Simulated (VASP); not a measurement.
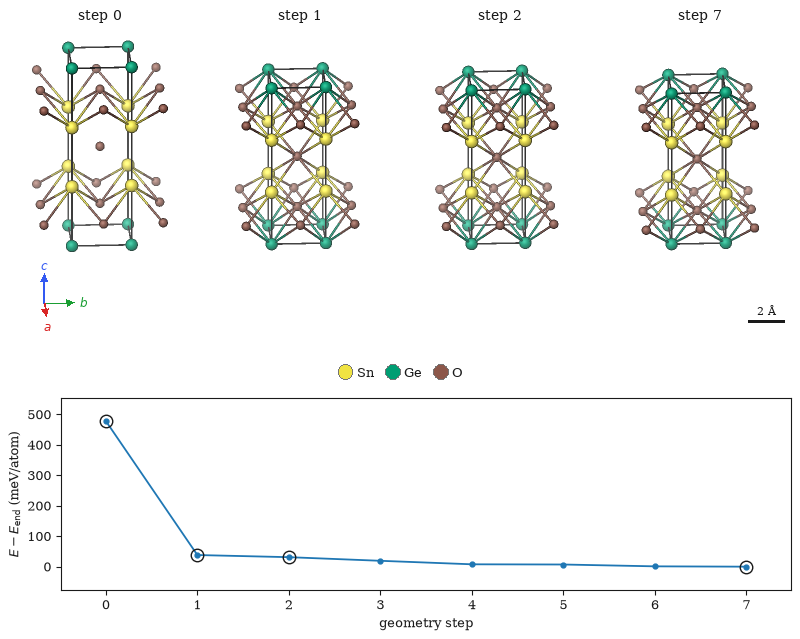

Frames of a relaxation of solid Sn2GeO3 (a generated structure, set up in P4/mmm), marked on the history of the run. Style: ball-and-stick. Shown: the cell of the calculation, from a free direction.

The run lets cell and atoms move.

Level of theory: Kohn-Sham DFT of a periodic cell, PBE, VASP PAW PBE potentials, recommended (VASP).

Input file:
```
PREC = Normal ; ENCUT = 520
EDIFF = 1E-4 ; ISMEAR = 0
SIGMA = 0.15 ; LREAL = False
LASPH = True ; NELM = 60
ALGO = Fast ; ISIF = 3
LWAVE = False ; LCHARG = False
GGA = PE ; IBRION = 2
NSW = 24 ; EDIFFG = -0.08
KPAR = 2
```

Command:
```bash
cat potpaw_PBE.64/Sn_d/POTCAR potpaw_PBE.64/Ge_d/POTCAR potpaw_PBE.64/O/POTCAR > POTCAR
mpirun -np 2 vasp_std > vasp.out
```

> Describe the path.

The largest moves relative to the cell, 0.19 Å, are those of O atoms. By element the largest moves are O 0.19 Å, Sn 0.06 Å. Ge stays in place. The drawn cell changes as follows: a = b 3.393 → 3.079 Å (−9.2 %), c 10.743 → 9.104 Å (−15.3 %); the volume changes by −30.2 %. Near-neighbour distances that change, for instance: Ge–O 3.073 → 2.610 Å, O–Sn 2.993 → 2.690 Å, O–Sn 2.919 → 2.663 Å. The space group stays P4/mmm (No. 123). The energy falls by 478 meV per atom in 7 geometry steps. Largest force component: 0.18 eV/Å at the start, 0.079 eV/Å at the end. The pressure goes from −16.22 to −0.15 GPa. The volume changes by over a tenth within one run on a fixed set of plane waves, so the end point should be relaxed again from the new cell. From step 0 to 1: volume −27.3 %, energy −440 meV per atom. From step 1 to 2: volume −3.6 %, energy −7.0 meV per atom. From step 2 to 7: O atoms move most (0.18 Å), volume −0.4 %, energy −31.2 meV per atom.

Limits of the set-up: layers or molecules are held without a dispersion correction, so their spacing is unreliable.
